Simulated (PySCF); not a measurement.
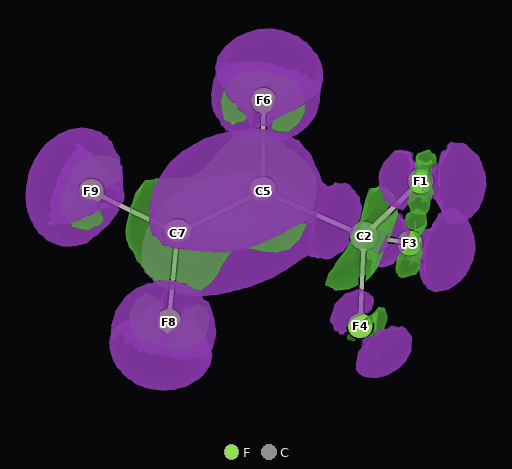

C$_{3}$F$_{6}$, SMILES `FC(F)(F)C(F)=C(F)F`. Fukui function f⁻ = ρ(N) − ρ(N−1) at fixed geometry, surfaces at ±0.02 e/Å³ (purple positive, green negative).

Computed with PySCF, PBE/6-31+G*, geometry: GFN2-xTB. No frequency check shows the geometry to be a minimum.

Question: Which atoms respond most to the removal of an electron?

Answer: f⁻ (Hirshfeld-condensed) is largest on C5 (0.19), C7 (0.17) and F6 (0.16); the vertical ionisation energy is 10.59 eV (the stability of the cation's solution wasn't checked). Condensed values hint at sites of electrophilic attack but needn't mark the atom that reacts. Shares this close don't rank the sites. Orbital relaxation makes it negative in places (0.19 e in all).
